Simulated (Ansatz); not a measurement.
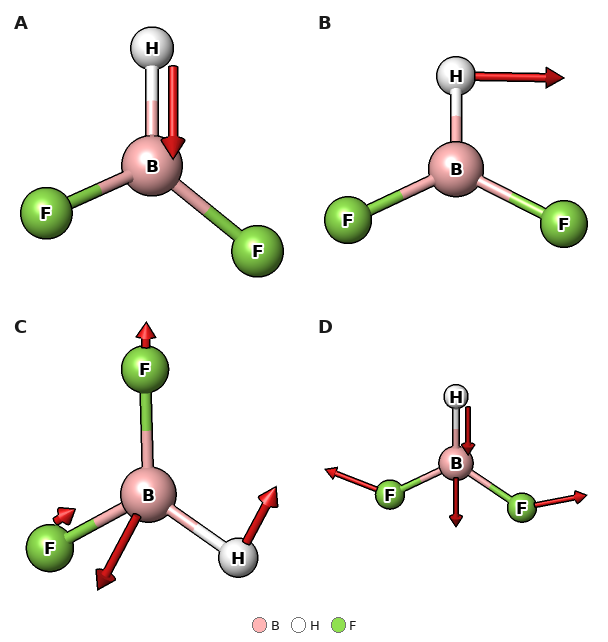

4 normal modes of one molecule or complex, as arrows. Harmonic vibrations computed with RKS PBE0-D4/def2-TZVP (Ansatz 0.2.0) at a stationary point of the same level.

Match the panels to the wavenumbers 539 cm⁻¹, 1088 cm⁻¹, 1445 cm⁻¹, 2694 cm⁻¹.

Answer. A: 2694 cm⁻¹, B–H stretching
B: 1088 cm⁻¹, F–B–H bending
C: 1445 cm⁻¹
D: 539 cm⁻¹, F–B–F bending
